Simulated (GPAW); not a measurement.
# WC (Qusongite): optical spectrum from first principles, part 2 of 2

Aim: the dielectric function of WC (Qusongite), and the optical constants that follow from it.

GPAW 26.7.0; DFT, PBE, plane-wave PAW (GPAW data sets), scalar-relativistic, RPA, optical limit.

So far. Step 2 (Ground state): There are states at the Fermi level within the smearing, so the occupations stay smeared and the carriers get a Drude term.

### Step 4. Dielectric function, RPA (continued)

The reflectivity at normal incidence has structure finer than the step of the table below, so its rows give means over 2 eV, whole bins alone (the curve runs from 0.305 to 21.9 eV). Peaks (eV: height): E ∥ x 4.6: 46.8, 8.5: 52.1, 12.1: 58.2, 16.6: 39.6, 18.9: 49.1, 20.4: 37.3; E ∥ z 2.0: 47.0, 3.0: 50.2, 3.9: 50.1, 5.9: 48.1, 8.3: 59.8, 13.2: 48.5, 16.1: 56.5.

Sum at mesh points, not converged in k. Table of reflectivity at normal incidence by photon energy; means over each step:

```csv
photon energy (eV),E ∥ x (%),E ∥ z (%)
2,39.3,45.2
4,44.9,45.0
6,39.0,42.9
8,46.8,55.3
10,47.9,41.9
12,52.9,35.0
14,37.6,43.3
16,32.9,52.6
18,40.7,42.0
20,36.9,35.5
```

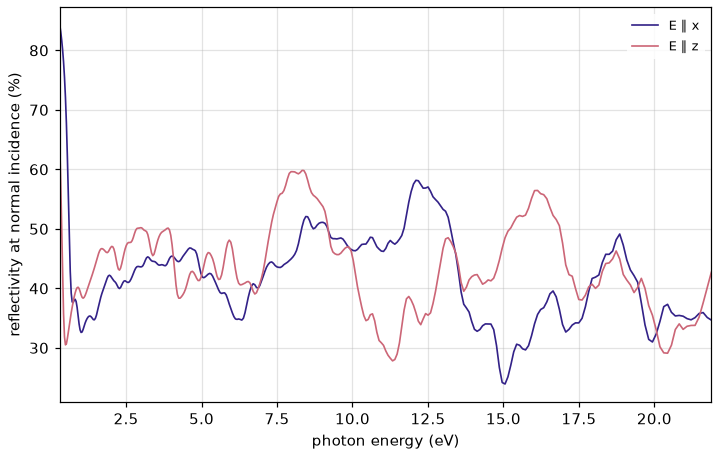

Reflectivity at normal incidence, plotted against photon energy.

Sum at mesh points, not converged in k. Table of Im ε, E ∥ x by photon energy; read off at these points:

```csv
photon energy (eV),without local fields,with local fields
1.0,7.83,7.78
2.0,11.4,11.3
3.0,14.4,14.2
3.2,16.4,16.2
4.0,16.3,16.4
5.0,11.5,11.9
6.0,8.97,8.97
7.0,12.2,11.9
7.2,12.7,12.4
8.0,11.8,11.2
9.0,7.96,7.75
10.0,5.85,5.81
11.0,4.78,4.78
12.0,3.27,3.41
13.0,1.85,1.86
14.0,2.10,1.91
15.0,2.26,2.03
16.0,2.66,2.51
17.0,1.81,1.76
18.0,1.62,1.63
19.0,0.927,0.902
20.0,1.21,1.07
21.0,0.833,0.834
```

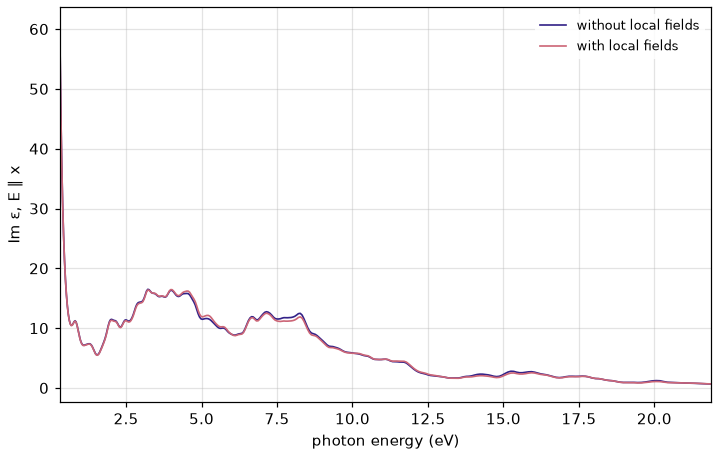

Im ε, E ∥ x against photon energy.

The loss function −Im 1/ε at q → 0 has structure finer than the step of the table below, so its rows give means over 1 eV, whole bins alone (the curve runs from 0.305 to 21.9 eV). Peaks (eV: height): E ∥ x 14.9: 0.523, 19.7: 0.820; E ∥ z 10.9: 0.266, 20.2: 0.839.

Sum at mesh points, not converged in k. Loss function −Im 1/ε at q → 0 against energy loss; means over each step:

```csv
energy loss (eV),E ∥ x,E ∥ z
1,0.0547,0.0156
2,0.0272,0.0196
3,0.0358,0.0337
4,0.0509,0.0599
5,0.0754,0.0634
6,0.0961,0.0789
7,0.0812,0.0729
8,0.0870,0.0717
9,0.107,0.131
10,0.137,0.202
11,0.155,0.250
12,0.150,0.200
13,0.243,0.181
14,0.407,0.236
15,0.439,0.216
16,0.360,0.233
17,0.419,0.401
18,0.388,0.451
19,0.526,0.543
20,0.749,0.757
21,0.845,0.710
```

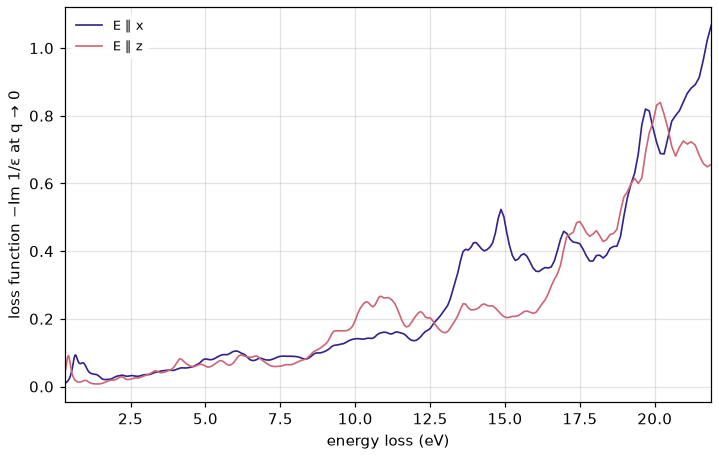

Loss function −Im 1/ε at q → 0, plotted against energy loss.

Optical constants at common wavelengths, from n + ik = √ε:

```csv
wavelength (nm),n x,k x,R (%) x,1/α x,n z,k z,R (%) z,1/α z
1550,3.08,1.804,38.1,68 nm,4.25,0.526,38.9,234 nm
1064,3.52,1.018,34.4,83 nm,4.29,0.418,39.1,203 nm
633,4.31,1.278,42.2,39 nm,4.92,1.334,46.6,38 nm
532,4.07,1.247,40.3,34 nm,4.54,1.231,43.6,34 nm
450,4.25,1.452,42.7,25 nm,4.83,1.933,48.8,19 nm
405,4.15,1.743,43.8,18 nm,4.30,2.508,50.0,13 nm
308,3.58,2.296,45.4,11 nm,2.81,2.609,47.3,9.4 nm
```

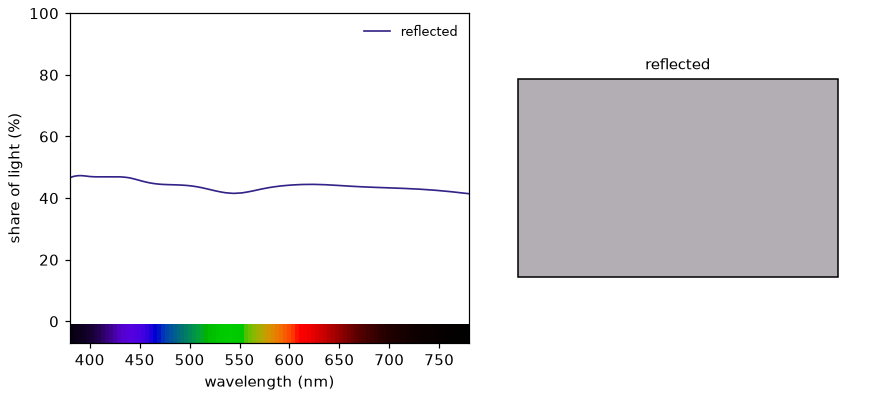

Light reflected across the visible range, with the colour that it makes of daylight (sRGB).

In reflection the computed colour is light grey: x = 0.311, y = 0.320, luminous reflectivity 43 %.

### Step 5. Outcome

What this shows: At this level (PBE, RPA) WC is a metal. The mesh is too coarse to trust the carriers' weight, the reflectivity or the colour to better than tens of per cent. In reflection the computed colour is light grey: x = 0.311, y = 0.320, luminous reflectivity 43 %. The carriers' damping of 0.1 eV is typed, not computed; it shapes the response at the lowest energies. Spin-orbit coupling is left out although heavy atoms are present. In this version of GPAW the matrix elements of the optical limit are incomplete, which can lower ε − 1 by up to a tenth where first-row anions or d states rule, and shift it by more in d metals. GPAW's carrier term has the form −ωp²/(ω + i·rate)², which damps like twice the rate and fails at low energy, so the curves leave the lowest energies out. The sum runs over mesh points 0.18 Å⁻¹ apart with no interpolation, so peaks are partly noise of the mesh, and the Drude plasma energy, a sum over the Fermi surface, isn't converged.

[Machine, clock and banner lines and Python warnings are left out of the logs.]

[Logs are printed without paths, hosts, clocks, repeated set-up lines and the standing remarks that a program may print on its own settings, such as how far it seeks lower states.]

[Hosts, paths, dates, database ids (printed as entryN), source tags and the programs' standing remarks are cut or masked in the printed files.]
